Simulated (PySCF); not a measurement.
```xyz
13

B    -2.3392    0.8164   -0.1380
B    -1.8919   -0.7129   -0.0901
Ge    0.0353   -1.0834    0.3993
O     0.7912    0.5110    0.6742
C     2.1381    0.6915    1.0356
H    -2.7460    1.3929    0.7998
H    -2.2443    1.4783   -1.1025
H    -2.5249   -1.6740   -0.3020
H     0.9414   -1.7876   -0.6191
H     0.3457   -1.8929    1.6652
H     2.3784    0.1685    1.9658
H     2.8135    0.3307    0.2547
H     2.2982    1.7620    1.1774
```

Geometry: GFN2-xTB.

Level of theory: CAM-B3LYP/def2-SVPD, SCF density, gas phase in PySCF.

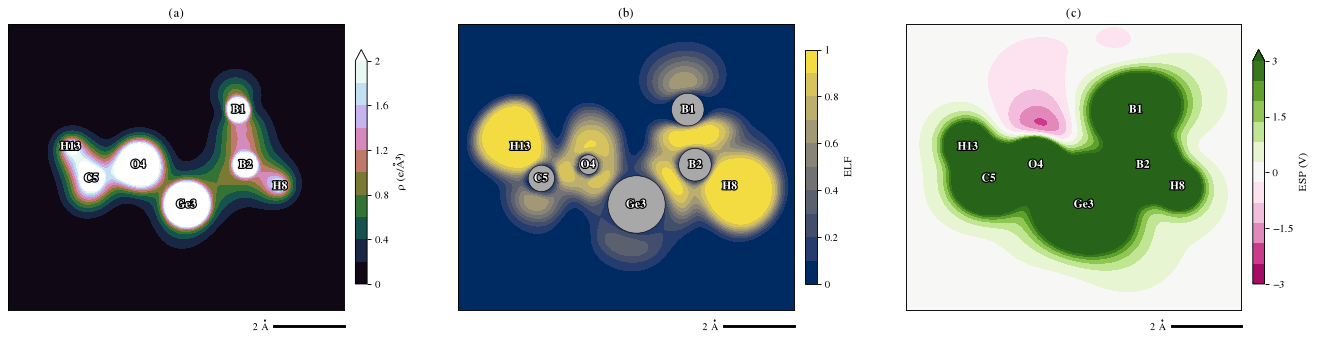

CH₈B₂GeO. (a) electron density; (b) electron localisation function; (c) molecular electrostatic potential on the plane of atoms O4, C5 and H13. Grey discs cover the atomic cores in the ELF map.

Q: Read the bonding off the picture.

A: Atoms in the plane: B, Ge, O, C and H.
C–O (1.41 Å): the density is about 2.1 e/Å³ at the midpoint, with its minimum of 1.7 e/Å³ about 0.5 Å from C; the ELF peaks at about 0.90 between the atoms, as expected for a shared but strongly polarised pair.
B–B (1.59 Å): the density is about 1.2 e/Å³ at the midpoint; the ELF peaks at about 1 between the atoms (localised, covalent bonding).
Ge–O (1.79 Å): the density is about 0.93 e/Å³ at the midpoint; the ELF peaks at about 0.85 in the valence shell of O, 0.6 Å from its nucleus, and is about 0.35 at the midpoint.
Ge–B (2.02 Å): the density is about 0.81 e/Å³ at the midpoint; the ELF peaks at about 0.95 between the atoms (localised, covalent bonding).
C–H (1.09 Å): the density is about 2 e/Å³ at the midpoint; the ELF climbs to about 1 towards the hydrogen, as it does in any bond to H; a covalent bond by its length.
The ELF also peaks beside O4, away from the bonds: lone-pair regions.
Outside the dense part of the molecule the potential is most negative (−2.0 V) near O4.
